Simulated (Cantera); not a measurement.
Charge: 1 mol CH3SiH3, 0.14 mol CH4, 120 mol H2, 0.00065 mol NH3, at 10.0 mbar.

Equilibrium computed with Cantera from the NASA thermochemical tables; the gas is ideal and each condensed phase is pure. Candidate condensed phases: C, C6H6, C7H8, C8H18, Si, SiC, Si3N4; 105 gas species. The feed counts by its element totals alone. Gases not in the tables: Si2H6 and higher silanes. Equilibrium is a limit: real reactors are often held back by kinetics, nucleation or transport.

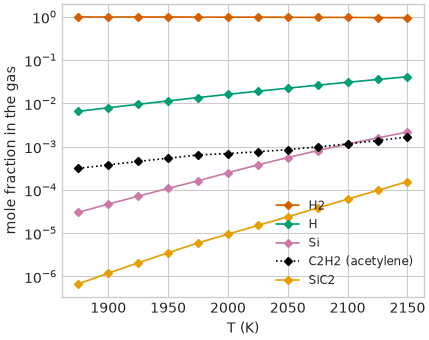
Fig. 1. Equilibrium gas composition (values under 1e-9 drawn at 1e-9)

From 1875 K to 1975 K the condensed part is C(graphite) + SiC(s). From 2000 K to 2150 K the condensed part is SiC(s). The main Si-bearing gas is Si throughout. The share of Si in condensed phases is highest at 1875 K (99.5 %) and lowest at 2150 K (66.3 %).
